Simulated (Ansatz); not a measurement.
Start from Ti₃Al (space group P6_3/mmc, No. 194; a = 5.688 Å, c = 4.608 Å). Axes: x lies along a and z along c of the hexagonal cell.

Structures relaxed with PBEsol (Ansatz, a quantum-chemistry and plane-wave program; PAW; 420 eV plane waves; spin-orbit coupling left out).

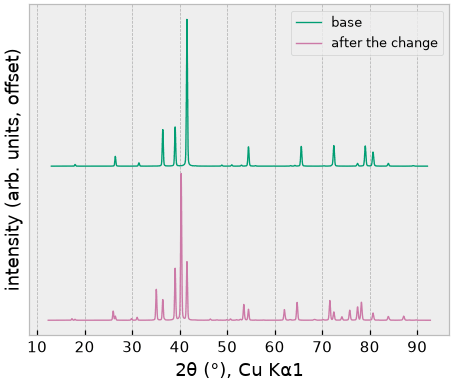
*Simulated powder patterns before (top) and after one change*

**Question.** Name the change that was made.
A. biaxial strain +3.29 %, plane normal [001], relaxed out of plane
B. uniaxial strain ε_xx = +5.11 %
C. uniaxial strain ε_zz = −2.20 %

**Answer.** B, uniaxial strain ε_xx = +5.11 %. Its volume per atom is 16.96 Å³ against 16.14 Å³, and its space group is Cmcm (No. 63).

No phonon test of stability was made. The final runs are not spin-polarised.
